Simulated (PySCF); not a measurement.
# [TaH4]+: other spin states, a change of charge and excitations

How does [TaH4]+ respond at fixed geometry? The runs cover other spin states, a change of charge and excitations. It is a constructed species; whether it can be made isn't addressed.

Method: r2SCAN, Ta def2-SVP with ECP60, H def2-SVP; scalar-relativistic core potentials, no spin–orbit coupling; program: PySCF 2.14.0.

4 further runs of the same task are left out: 2 for a known fault of the program, 1 that didn't finish, 1 set aside as unsound or not needed.

**1. The system as given**

5 atoms, charge 1, spin multiplicity 1.

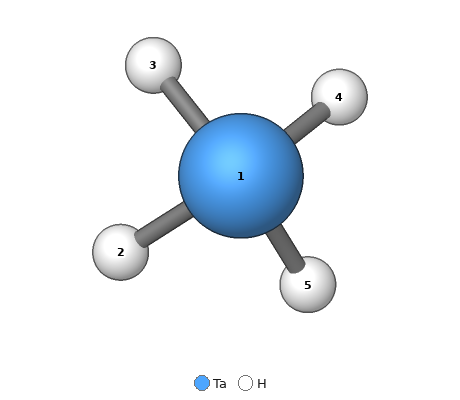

The geometry (tantalum blue, hydrogen white); atoms are numbered from 1 in the order of the file.

Geometry (Å):

```xyz
5

Ta   -0.0817    0.0590   -0.7495
H     1.4797   -0.0566   -0.0575
H     0.1040    1.3214    0.3907
H    -1.3127   -0.0890    0.4305
H     0.0563   -1.4805   -0.0143
```

Formal oxidation states: Ta +5. An earlier session relaxed this geometry at r2SCAN, Ta def2-SVP with ECP60, H def2-SVP (singlet, point group C4v).

Its energy there is -58.986508 Eh.

**2. Multiplicity 3 at the relaxed geometry**

The input, run.py (the lines that set the calculation):

```python
mol = gto.M(atom='''
Ta    -0.08165     0.05900    -0.74947
H      1.47966    -0.05658    -0.05748
H      0.10404     1.32137     0.39069
H     -1.31272    -0.08898     0.43052
H      0.05635    -1.48051    -0.01427''',
    basis={'Ta': 'def2-SVP', 'H': 'def2-SVP'},
    ecp={'Ta': 'def2-SVP'},
    charge=1, spin=2)
mf = dft.UKS(mol, xc='R2SCAN')
mf.grids.atom_grid = (50, 194)
mf = mf.density_fit()  # fitting sets: Ta def2-universal-JKFIT, H def2-universal-JKFIT
mf.conv_tol = 1e-08; mf.max_cycle = 55
mf.kernel(dm0)  # dm0: free metal ions and neutral atoms
```

On the command line:

```sh
> OMP_NUM_THREADS=2 python run.py
```

The program printed:

```text
init E= -58.5081876172612
cycle= 1 E= -58.3069068517994  delta_E= 0.201  |g|= 0.878  |ddm|= 2.44
cycle= 2 E= -57.8626774307985  delta_E= 0.444  |g|= 1.16  |ddm|= 2.73
cycle= 3 E= -58.8691817376082  delta_E= -1.01  |g|= 0.161  |ddm|= 1.71
cycle= 4 E= -58.8197831352604  delta_E= 0.0494  |g|= 0.286  |ddm|= 0.726
cycle= 5 E= -58.8917130336345  delta_E= -0.0719  |g|= 0.0335  |ddm|= 0.478
cycle= 6 E= -58.8917772973333  delta_E= -6.43e-05  |g|= 0.0315  |ddm|= 0.0933
cycle= 7 E= -58.892446419848  delta_E= -0.000669  |g|= 0.017  |ddm|= 0.0834
cycle= 8 E= -58.8927080237909  delta_E= -0.000262  |g|= 0.00401  |ddm|= 0.0341
cycle= 9 E= -58.8927333500979  delta_E= -2.53e-05  |g|= 0.00236  |ddm|= 0.0171
cycle= 10 E= -58.8927461559723  delta_E= -1.28e-05  |g|= 0.00166  |ddm|= 0.0131
cycle= 11 E= -58.8927565372355  delta_E= -1.04e-05  |g|= 0.00143  |ddm|= 0.0127
cycle= 12 E= -58.8927572474637  delta_E= -7.1e-07  |g|= 0.00143  |ddm|= 0.000905
cycle= 13 E= -58.8927293716407  delta_E= 2.79e-05  |g|= 0.00143  |ddm|= 0.0412
cycle= 14 E= -58.8927064131003  delta_E= 2.3e-05  |g|= 0.00114  |ddm|= 0.075
cycle= 15 E= -58.8927133296795  delta_E= -6.92e-06  |g|= 0.000628  |ddm|= 0.0335
cycle= 16 E= -58.8927073353393  delta_E= 5.99e-06  |g|= 0.000591  |ddm|= 0.0456
cycle= 17 E= -58.8927076738507  delta_E= -3.39e-07  |g|= 0.000175  |ddm|= 0.00645
cycle= 18 E= -58.8927076858559  delta_E= -1.2e-08  |g|= 0.000116  |ddm|= 0.000371
cycle= 19 E= -58.8927076885203  delta_E= -2.66e-09  |g|= 7.64e-05  |ddm|= 0.000331
Extra cycle  E= -58.8927076873924  delta_E= 1.13e-09  |g|= 0.000105  |ddm|= 0.000402
converged SCF energy = -58.8927076873924  <S^2> = 2.004932  2S+1 = 3.0032862
```

Wall time 2.8 s (2 threads of Arm Neoverse V1, shared host).

It gives: E = -58.892708 Eh (+2.552 eV from the relaxed state), HOMO -11.35 eV, LUMO -13.14 eV (over both spins), ⟨S²⟩ = 2.005, Mulliken charge on Ta1 +1.12 e. An empty level of one spin lies below a filled level of the other.

**3. One electron removed, multiplicity 2**

run.py (the lines that set the calculation), as its differences from that of step 2:

```diff
@@ -8,3 +8,3 @@
     ecp={'Ta': 'def2-SVP'},
-    charge=1, spin=2)
+    charge=2, spin=1)
 mf = dft.UKS(mol, xc='R2SCAN')
@@ -13,2 +13,2 @@
 mf.conv_tol = 1e-08; mf.max_cycle = 55
-mf.kernel(dm0)  # dm0: free metal ions and neutral atoms
+mf.kernel(dm0)  # dm0: the density of the relaxed state
```

On the command line:

```sh
> OMP_NUM_THREADS=2 python run.py
```

The program printed:

```text
init E= -58.9934637588486
  HOMO = -0.511526284779  LUMO = -0.496825620973  gap/eV = 0.40003
cycle= 1 E= -58.3196353840366  delta_E= 0.674  |g|= 0.183  |ddm|= 0.639
  HOMO = -0.857850178822  LUMO = -0.828792070416  gap/eV = 0.79071
cycle= 2 E= -58.3174436540362  delta_E= 0.00219  |g|= 0.209  |ddm|= 0.576
  HOMO = -0.817180412521  LUMO = -0.782247650582  gap/eV = 0.95057
cycle= 3 E= -58.3447250758607  delta_E= -0.0273  |g|= 0.0653  |ddm|= 0.373
  HOMO = -0.809214894048  LUMO = -0.774036298429  gap/eV = 0.95726
cycle= 4 E= -58.3475186661168  delta_E= -0.00279  |g|= 0.0163  |ddm|= 0.102
  HOMO = -0.807430502376  LUMO = -0.770900035894  gap/eV = 0.99404
cycle= 5 E= -58.3476292934854  delta_E= -0.000111  |g|= 0.0109  |ddm|= 0.0379
  HOMO = -0.807290446471  LUMO = -0.770556169353  gap/eV = 0.99959
cycle= 6 E= -58.347730011213  delta_E= -0.000101  |g|= 0.00301  |ddm|= 0.0229
  HOMO = -0.807344582181  LUMO = -0.770128310566  gap/eV = 1.01271
cycle= 7 E= -58.3477491412647  delta_E= -1.91e-05  |g|= 0.000659  |ddm|= 0.0115
  HOMO = -0.807368698143  LUMO = -0.770086590692  gap/eV = 1.01450
cycle= 8 E= -58.3477507193441  delta_E= -1.58e-06  |g|= 0.000298  |ddm|= 0.0046
  HOMO = -0.807358602737  LUMO = -0.770079344167  gap/eV = 1.01442
cycle= 9 E= -58.3477507650927  delta_E= -4.57e-08  |g|= 0.000241  |ddm|= 0.000924
  HOMO = -0.807346016764  LUMO = -0.770072342259  gap/eV = 1.01427
cycle= 10 E= -58.3477508207493  delta_E= -5.57e-08  |g|= 3.96e-05  |ddm|= 0.000551
  HOMO = -0.807344741514  LUMO = -0.770073402441  gap/eV = 1.01420
cycle= 11 E= -58.3477508222568  delta_E= -1.51e-09  |g|= 3.2e-05  |ddm|= 0.000134
  HOMO = -0.80734650573  LUMO = -0.77007491479  gap/eV = 1.01421
Extra cycle  E= -58.3477508209364  delta_E= 1.32e-09  |g|= 5.02e-05  |ddm|= 0.000133
converged SCF energy = -58.3477508209364  <S^2> = 0.76591415  2S+1 = 2.0158513
```

Run time: 1.5 s. Hardware: 2 threads of Arm Neoverse V1, shared host.

Read off: E = -58.347751 Eh (+17.381 eV from the relaxed state), HOMO -21.97 eV, LUMO -20.95 eV (over both spins), ⟨S²⟩ = 0.766, Mulliken charge on Ta1 +1.61 e. 

**4. One electron added, multiplicity 2**

run.py (the lines that set the calculation), as its differences from that of step 3:

```diff
@@ -8,3 +8,3 @@
     ecp={'Ta': 'def2-SVP'},
-    charge=2, spin=1)
+    charge=0, spin=1)
 mf = dft.UKS(mol, xc='R2SCAN')
```

On the command line:

```sh
> OMP_NUM_THREADS=2 python run.py
```

The program printed:

```text
init E= -58.991922578976
  HOMO = -0.38583171509  LUMO = -0.367293904164  gap/eV = 0.50444
cycle= 1 E= -59.1861322371103  delta_E= -0.194  |g|= 0.289  |ddm|= 0.874
  HOMO = -0.0462370864533  LUMO = -0.0207962617694  gap/eV = 0.69228
cycle= 2 E= -59.0017725330616  delta_E= 0.184  |g|= 0.572  |ddm|= 1.51
  HOMO = -0.152188490807  LUMO = -0.103041287371  gap/eV = 1.33736
cycle= 3 E= -59.2573406383836  delta_E= -0.256  |g|= 0.0182  |ddm|= 1.06
  HOMO = -0.15948640124  LUMO = -0.102042166419  gap/eV = 1.56314
cycle= 4 E= -59.2576254616456  delta_E= -0.000285  |g|= 0.0105  |ddm|= 0.054
  HOMO = -0.160191959132  LUMO = -0.102435935688  gap/eV = 1.57162
cycle= 5 E= -59.2576907381729  delta_E= -6.53e-05  |g|= 0.00409  |ddm|= 0.0186
  HOMO = -0.160702558869  LUMO = -0.103401119301  gap/eV = 1.55925
cycle= 6 E= -59.2577020278004  delta_E= -1.13e-05  |g|= 0.000915  |ddm|= 0.00555
  HOMO = -0.160979009691  LUMO = -0.103621596106  gap/eV = 1.56077
cycle= 7 E= -59.2577032696614  delta_E= -1.24e-06  |g|= 0.000178  |ddm|= 0.003
  HOMO = -0.160980422884  LUMO = -0.103609698996  gap/eV = 1.56114
cycle= 8 E= -59.2577033411067  delta_E= -7.14e-08  |g|= 8.1e-05  |ddm|= 0.000804
  HOMO = -0.160959971014  LUMO = -0.103571296479  gap/eV = 1.56163
cycle= 9 E= -59.2577033494147  delta_E= -8.31e-09  |g|= 1.8e-05  |ddm|= 0.000315
  HOMO = -0.160958063066  LUMO = -0.103566553139  gap/eV = 1.56170
Extra cycle  E= -59.2577033495617  delta_E= -1.47e-10  |g|= 2.08e-05  |ddm|= 7.27e-05
converged SCF energy = -59.2577033495617  <S^2> = 0.75411839  2S+1 = 2.0041142
```

Run time: 1.2 s. Hardware: 2 threads of Arm Neoverse V1, shared host.

It gives: E = -59.257703 Eh (-7.380 eV from the relaxed state), HOMO -4.38 eV, LUMO -3.25 eV (over both spins), ⟨S²⟩ = 0.754, Mulliken charge on Ta1 +0.60 e. 

**5. Singlet excitations, Tamm-Dancoff B3LYP**

run.py (the lines that set the calculation), as its differences from that of step 4:

```diff
@@ -8,4 +8,4 @@
     ecp={'Ta': 'def2-SVP'},
-    charge=0, spin=1)
-mf = dft.UKS(mol, xc='R2SCAN')
+    charge=1, spin=0)
+mf = dft.RKS(mol, xc='B3LYP')
 mf.grids.atom_grid = (50, 194)
```

On the command line:

```sh
> OMP_NUM_THREADS=2 python run.py
```

The program printed:

```text
init E= -58.9946851195185
  HOMO = -0.53260419452716  LUMO = -0.35232131365434  gap/eV = 4.90575
cycle= 1 E= -58.9950623874533  delta_E= -0.000377  |g|= 0.0184  |ddm|= 0.111
  HOMO = -0.538979756970954  LUMO = -0.361444389812252  gap/eV = 4.83098
cycle= 2 E= -58.9948954866811  delta_E= 0.000167  |g|= 0.0284  |ddm|= 0.0648
  HOMO = -0.53643055476553  LUMO = -0.356862555259183  gap/eV = 4.88629
cycle= 3 E= -58.9951618147217  delta_E= -0.000266  |g|= 0.00424  |ddm|= 0.0407
  HOMO = -0.536190601979203  LUMO = -0.356864664833066  gap/eV = 4.87971
cycle= 4 E= -58.9951668442434  delta_E= -5.03e-06  |g|= 0.000251  |ddm|= 0.00451
  HOMO = -0.536207958150731  LUMO = -0.356898332610075  gap/eV = 4.87926
cycle= 5 E= -58.9951668650427  delta_E= -2.08e-08  |g|= 3.34e-05  |ddm|= 0.000534
  HOMO = -0.536218900923364  LUMO = -0.356910565402795  gap/eV = 4.87923
cycle= 6 E= -58.9951668654949  delta_E= -4.52e-10  |g|= 3.22e-06  |ddm|= 7.59e-05
  HOMO = -0.536218597806307  LUMO = -0.356910534748872  gap/eV = 4.87922
Extra cycle  E= -58.9951668654956  delta_E= -6.96e-13  |g|= 3.93e-06  |ddm|= 1.03e-05
converged SCF energy = -58.9951668654956
```

Wall time 3.7 s (2 threads of Arm Neoverse V1, shared host).

Read off: E = -58.995167 Eh, HOMO -14.59 eV, LUMO -9.71 eV, Mulliken charge on Ta1 +1.11 e. 

Singlet excitations:

```tsv
state	energy (eV)	oscillator strength
1	3.17	0.0000
2	3.39	0.0000
3	3.47	0.0027
4	3.49	0.0027
5	4.04	0.0030
6	4.05	0.0030
7	5.33	0.0384
8	5.33	0.0387
```

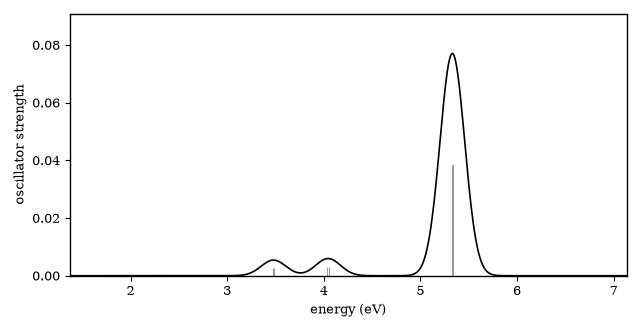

Absorption from the eight lowest singlets. Lines are broadened to a width of 0.30 eV (Gaussian).

**6. The states side by side**

| state | energy from the relaxed state (eV) | ⟨S²⟩ | time |
| --- | --- | --- | --- |
| charge +1, singlet, vacuum (relaxed) | 0 | 0.00 |  |
| charge 0, doublet, vacuum | -7.38 | 0.75 | 1.2 s |
| charge +1, triplet, vacuum | 2.55 | 2.00 | 2.8 s |
| charge +2, doublet, vacuum | 17.38 | 0.77 | 1.5 s |

An electron taken off or put on is at rest in vacuum. 

In the excitation run (B3LYP), the lowest singlet lies at 3.17 eV (gaps between orbitals at other levels can't be set against it), and the brightest of the eight at 5.33 eV (f = 0.039); spin–orbit coupling would mix in triplets. Removing an electron vertically costs 17.38 eV (doublet), against −HOMO = 13.81 eV. Adding an electron vertically releases 7.38 eV (doublet). The triplet lies 2.55 eV above at this geometry. These are double-zeta-type bases without diffuse functions. Spin–orbit coupling is left out.
